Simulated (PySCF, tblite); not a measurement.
# 2,2-difluorobutane (C4H8F2): a rotation path, then NMR shifts on frames, part 1 of 2

Aim: move 2,2-difluorobutane (C4H8F2) (`CCC(C)(F)F`) away from its starting geometry and see how NMR shifts follow the geometry.

The runs use tblite 0.8.0 and PySCF 2.14.0, with density-fitted response routines of our own; the level of theory stands in each step. All values are computed, except where a source is named. Atoms count from 0, in the outputs and in this text.

### Step 1. The molecule as given

14 atoms, charge 0, multiplicity 1; geometry from: GFN2-xTB.

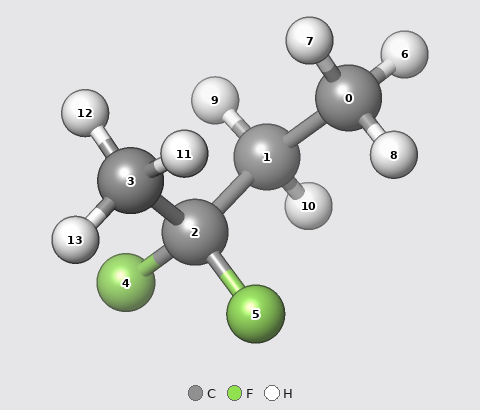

As it starts; carbon grey, fluorine green, hydrogen white, atoms numbered.

### Step 2. The rotation path with GFN2-xTB

Job settings and geometry (Å):

```
{"job": {"kind": "neb", "xc": "GFN2-xTB", "basis": "xTB", "atoms": [0, 1, 2, 5], "turn": 120}, "charge": 0, "multiplicity": 1}
C     -1.528150    -0.228594     0.564530
C     -0.615321    -0.581596    -0.602929
C      0.609138     0.325063    -0.691659
C      1.505839     0.355487     0.532289
F      1.352124    -0.057268    -1.780236
F      0.210439     1.600922    -0.989913
H     -2.445587    -0.806997     0.499815
H     -1.052848    -0.449207     1.516636
H     -1.785382     0.827409     0.535654
H     -0.263337    -1.611488    -0.524976
H     -1.160589    -0.477852    -1.543628
H      0.984211     0.831698     1.356541
H      1.788165    -0.656888     0.805887
H      2.400620     0.928837     0.299823
```

With the program's defaults for keys left out, this is: GFN2-xTB climbing-image nudged elastic band, gas phase.

Launch:

```
> OMP_NUM_THREADS=1 python probes_run.py task.json out
```

One launch serves the whole session: the jobs run in the order shown.

Output:

```text
image   E - E0 / eV
  0      -0.0000
  1       0.0166
  2       0.0566
  3       0.0966
  4       0.1139
  5       0.1007
  6       0.0664
  7       0.0300
  8       0.0103
```

Wall time 4.3 s (1 thread of Intel Xeon at 2.50GHz, shared host); peak memory 0.18 GiB.

The final band, with the dihedral C0–C1–C2–F5:

```csv
image,dihedral (°),energy (eV),energy (kcal/mol)
0,-66,0.000,0.0
1,-50,0.017,0.4
2,-36,0.057,1.3
3,-20,0.097,2.2
4,-5,0.114,2.6
5,11,0.101,2.3
6,26,0.066,1.5
7,41,0.030,0.7
8,56,0.010,0.2
```

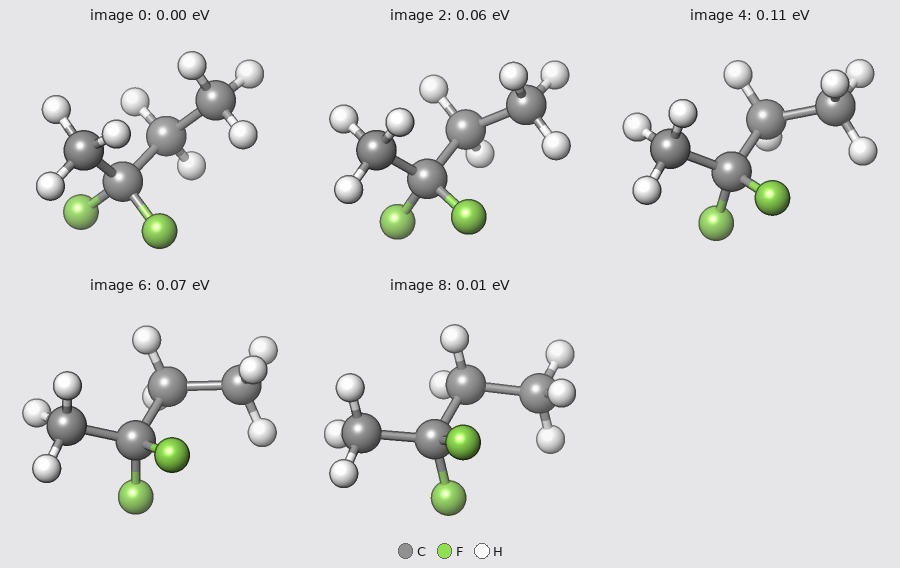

Images along the band.

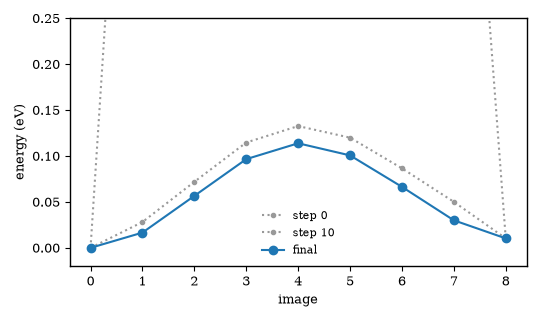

Energy along the band, early and final.

### Step 3. Shielding tensors: image 0, PBE0/pcSseg-1

Job settings and geometry (Å):

```
{"job": {"kind": "nmr", "xc": "PBE0", "basis": "pcSseg-1", "pop": false}, "charge": 0, "multiplicity": 1}
C     -1.528100    -0.228600     0.564500
C     -0.615300    -0.581600    -0.602900
C      0.609100     0.325100    -0.691700
C      1.505800     0.355500     0.532300
F      1.352100    -0.057300    -1.780200
F      0.210400     1.600900    -0.989900
H     -2.445600    -0.807000     0.499800
H     -1.052800    -0.449200     1.516600
H     -1.785400     0.827400     0.535700
H     -0.263300    -1.611500    -0.525000
H     -1.160600    -0.477900    -1.543600
H      0.984200     0.831700     1.356500
H      1.788200    -0.656900     0.805900
H      2.400600     0.928800     0.299800
```

With the program's defaults for keys left out, this is: GIAO PBE0/pcSseg-1 NMR shielding, non-relativistic, gas phase.

Output:

```text
coarse grid: 11480 points
cycle   1  E = -356.3827575192  dE =  5.424e-01  |g| = 7.291e-01  |ddm| = 3.005e+00
cycle   2  E = -356.3164130874  dE =  6.634e-02  |g| = 1.009e+00  |ddm| = 9.609e-01
cycle   3  E = -356.4773040977  dE = -1.609e-01  |g| = 7.721e-02  |ddm| = 5.634e-01
cycle   4  E = -356.4784197333  dE = -1.116e-03  |g| = 3.044e-02  |ddm| = 6.974e-02
cycle   5  E = -356.4786208421  dE = -2.011e-04  |g| = 3.930e-03  |ddm| = 2.465e-02
cycle   6  E = -356.4786239182  dE = -3.076e-06  |g| = 1.428e-03  |ddm| = 4.429e-03
final grid: 111016 points
cycle   7  E = -356.5290547338  dE = -4.391e-05  |g| = 8.655e-03  |ddm| = 2.290e-02
cycle   8  E = -356.5290444202  dE =  1.031e-05  |g| = 1.165e-02  |ddm| = 1.361e-02
cycle   9  E = -356.5290710337  dE = -2.661e-05  |g| = 9.732e-04  |ddm| = 7.563e-03
cycle  10  E = -356.5290711882  dE = -1.545e-07  |g| = 2.501e-04  |ddm| = 7.426e-04
cycle  11  E = -356.5290711990  dE = -1.082e-08  |g| = 4.229e-05  |ddm| = 1.608e-04
cycle  12  E = -356.5290711994  dE = -3.600e-10  |g| = 1.411e-05  |ddm| = 4.544e-05
converged SCF energy = -356.5290711994

GIAO shielding tensors (ppm)
atom      isotropic    diamagn.    paramagn.     s11        s22        s33       span
  0 C      176.460     248.557     -72.097    168.015    174.564    186.801     18.786
  1 C      150.829     250.109     -99.280    136.776    143.485    172.228     35.452
  2 C       56.321     241.513    -185.192     40.524     53.783     74.656     34.132
  3 C      162.849     251.001     -88.153    146.680    154.902    186.963     40.283
  4 F      279.909     474.176    -194.267    184.042    316.373    339.313    155.272
  5 F      295.256     475.840    -180.584    203.525    320.112    362.130    158.605
  6 H       30.608      28.833       1.775     25.947     27.732     38.144     12.197
  7 H       30.830      30.936      -0.107     26.299     29.837     36.354     10.055
  8 H       30.550      30.380       0.169     26.001     29.537     36.111     10.110
  9 H       30.048      31.362      -1.315     26.202     29.068     34.873      8.671
 10 H       29.624      30.450      -0.825     25.340     29.006     34.527      9.187
 11 H       30.116      30.952      -0.836     26.003     29.609     34.737      8.734
 12 H       30.479      30.486      -0.007     26.853     28.445     36.139      9.286
 13 H       29.839      28.632       1.207     26.316     27.647     35.552      9.235
```

Run time: 37 s. Hardware: 1 thread of Intel Xeon at 2.50GHz, shared host; peak memory 0.66 GiB.

The references, computed at this level on geometries of the same kind, shield at (ppm): 1H TMS 31.72, 13C TMS 186.9, 19F CFCl3 170.9. Their shielding less the atom's gives the shift. The references are single molecules in the gas phase, so shifts against H2O, NH3, PH3, H3PO4 or CFCl3 are not on the usual liquid scales and can be off by tens of ppm. Each atom is listed at this fixed geometry, with no averaging over motion; a spectrum would average atoms that exchange fast.

```csv
atoms,environment,σ (ppm),δ (ppm)
C2,fully substituted sp3 carbon bonded to 2 F,56.3,130.6
C1,sp3 CH2,150.8,36.1
C3,methyl carbon,162.8,24.1
C0,methyl carbon,176.5,10.5
H10,hydrogen on an sp3 CH2,29.62,2.09
H13,hydrogen on a methyl carbon,29.84,1.88
H9,hydrogen on an sp3 CH2,30.05,1.67
H11,hydrogen on a methyl carbon,30.12,1.60
H12,hydrogen on a methyl carbon,30.48,1.24
H8,hydrogen on a methyl carbon,30.55,1.17
H6,hydrogen on a methyl carbon,30.61,1.11
H7,hydrogen on a methyl carbon,30.83,0.89
F4,fluorine of a CF2 group,279.9,-109.0
F5,fluorine of a CF2 group,295.3,-124.3
```

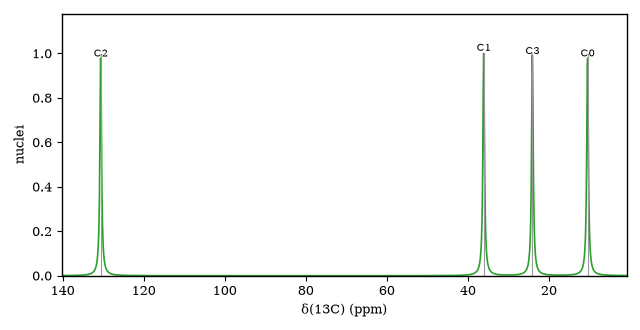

13C lines at the computed shifts, without couplings. Lines are broadened to a width of 0.48 ppm (Lorentzian).

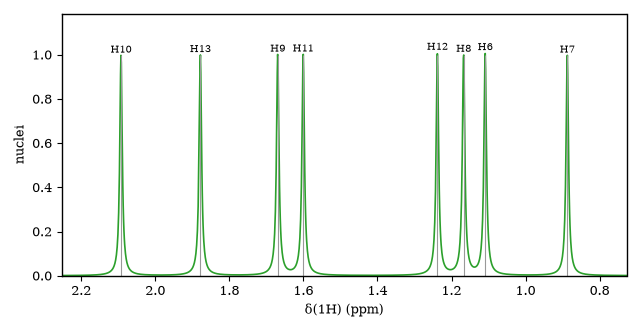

1H lines at the computed shifts, without couplings. Lines are broadened to a width of 0.01 ppm (Lorentzian).

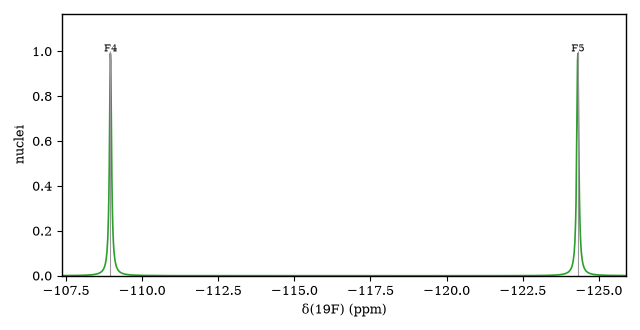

19F lines at the computed shifts, without couplings. Lines are broadened to a width of 0.08 ppm (Lorentzian).

### Step 4. NMR shieldings: image 2, PBE0/pcSseg-1

Job settings and geometry (Å):

```
{"job": {"kind": "nmr", "xc": "PBE0", "basis": "pcSseg-1", "pop": false}, "charge": 0, "multiplicity": 1}
C     -1.689600    -0.144200     0.443300
C     -0.568500    -0.631600    -0.467400
C      0.577900     0.378600    -0.585100
C      1.673800     0.250800     0.457400
F      1.138400     0.260700    -1.832500
F      0.089000     1.656000    -0.564100
H     -2.527300    -0.835200     0.397700
H     -1.353300    -0.069300     1.474700
H     -2.036100     0.832800     0.117700
H     -0.163100    -1.575400    -0.100600
H     -0.964400    -0.796400    -1.471900
H      1.283800     0.504300     1.437800
H      2.056700    -0.765000     0.465300
H      2.482000     0.933500     0.205600
```

With the program's defaults for keys left out, this is: GIAO PBE0/pcSseg-1 NMR shielding, non-relativistic, gas phase.

Output:

```text
coarse grid: 11480 points
cycle   1  E = -356.3816485173  dE =  5.402e-01  |g| = 7.306e-01  |ddm| = 3.006e+00
cycle   2  E = -356.3144553649  dE =  6.719e-02  |g| = 1.012e+00  |ddm| = 9.682e-01
cycle   3  E = -356.4769247216  dE = -1.625e-01  |g| = 7.750e-02  |ddm| = 5.656e-01
cycle   4  E = -356.4780597008  dE = -1.135e-03  |g| = 3.006e-02  |ddm| = 6.975e-02
cycle   5  E = -356.4782552571  dE = -1.956e-04  |g| = 4.013e-03  |ddm| = 2.420e-02
cycle   6  E = -356.4782584745  dE = -3.217e-06  |g| = 1.432e-03  |ddm| = 4.449e-03
final grid: 111016 points
cycle   7  E = -356.5265729131  dE = -4.178e-05  |g| = 8.190e-03  |ddm| = 2.377e-02
cycle   8  E = -356.5265641751  dE =  8.738e-06  |g| = 1.088e-02  |ddm| = 1.310e-02
cycle   9  E = -356.5265880445  dE = -2.387e-05  |g| = 1.002e-03  |ddm| = 7.120e-03
cycle  10  E = -356.5265882060  dE = -1.616e-07  |g| = 2.177e-04  |ddm| = 7.585e-04
cycle  11  E = -356.5265882137  dE = -7.710e-09  |g| = 4.729e-05  |ddm| = 1.412e-04
cycle  12  E = -356.5265882142  dE = -4.376e-10  |g| = 1.487e-05  |ddm| = 4.553e-05
converged SCF energy = -356.5265882142

GIAO shielding tensors (ppm)
atom      isotropic    diamagn.    paramagn.     s11        s22        s33       span
  0 C      176.568     247.304     -70.737    168.138    175.320    186.246     18.108
  1 C      149.993     250.995    -101.001    132.132    142.285    175.563     43.431
  2 C       57.469     240.539    -183.069     39.947     53.366     79.095     39.148
  3 C      160.719     250.497     -89.779    140.363    153.170    188.624     48.261
  4 F      271.782     474.338    -202.556    192.321    281.002    342.022    149.700
  5 F      297.257     476.141    -178.884    192.119    322.123    377.530    185.411
  6 H       30.683      28.711       1.972     26.098     27.773     38.178     12.080
  7 H       30.876      30.478       0.398     26.374     29.382     36.871     10.497
  8 H       30.197      30.058       0.139     25.163     29.735     35.693     10.530
  9 H       29.943      31.885      -1.942     26.226     29.463     34.140      7.914
 10 H       29.544      30.894      -1.350     24.882     29.400     34.349      9.467
 11 H       30.077      30.658      -0.581     26.279     29.029     34.924      8.645
 12 H       30.484      30.146       0.338     26.798     28.598     36.057      9.258
 13 H       29.839      28.544       1.295     26.283     27.613     35.620      9.337
```

Wall time 36 s (1 thread of Intel Xeon at 2.50GHz, shared host); peak memory 0.7 GiB.

Key values: δ C2 129.5, C1 36.9, C3 26.2, C0 10.4, H10 2.17, H13 1.88 ppm.

(Continued in part 2 of 2.)
